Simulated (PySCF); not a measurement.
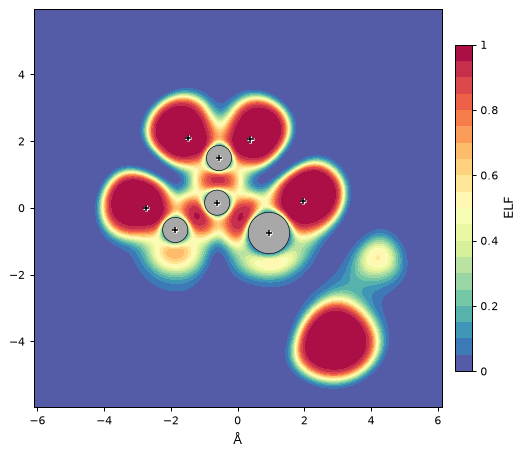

The ELF on a plane through atoms (crosses mark nuclei in the plane; grey discs cover the cores).

Level of theory: PBE0/pcSseg-1, SCF density, gas phase, non-relativistic in PySCF.

Candidates:
A. C₇H₁₈PSi (charge +1)
B. C₅H₁₂BNSi (SMILES BN1CC/C(=C\[SiH3])C1)
C. C₇H₁₄Si (SMILES C=CC[C@H]1CC[SiH2]C1)

> Which candidate gave the map?

Candidate A: C₇H₁₈PSi on the plane of atoms C1, C2 and C3, which holds C, P and H. C–C (1.34 Å): the ELF peaks at about 0.95 between the atoms (a multiple bond). C–P (1.80 Å): the ELF peaks at about 0.95 between the atoms: a shared electron pair.
